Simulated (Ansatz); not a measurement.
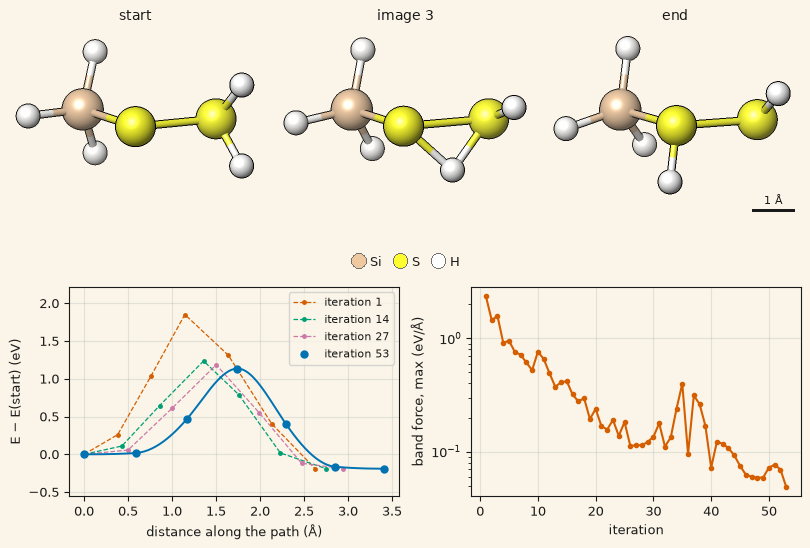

A nudged-elastic-band calculation for SiH₅S₂ (charge +1). Images are numbered from 0 (start) to 6 (end). The plot follows the band through its iterations. Style: ball-and-stick. Shown at a tilt.

Theory: Ansatz 0.2.0, RKS PBE-D4/6-31G*. Run with 5 movable images; climbing image; force threshold 0.05 eV/Å; iteration limit 60; optimiser FIRE; largest step 0.5 Å; starting path through a guess of the saddle point.

**How did the profile develop, and is the result final?**

The run is converged, with reservations. The band converged in 53 iterations. The largest component of the band force went from 2.4 to 0.049 eV/Å. The climbing image converged on the top of the path. Its curvatures weren't checked. The step length is far from the usual. The first iteration put the highest image at 1.85 eV. Forward barrier 1.14 eV, backward barrier 1.33 eV, with image 3 at the top; the reaction energy is −0.19 eV.

The run took 11 min on 1 thread of Intel(R) Xeon(R) Platinum 8259CL CPU @ 2.50GHz (Skylake/Cascade Lake), on a shared host, peak memory 0.14 GiB.
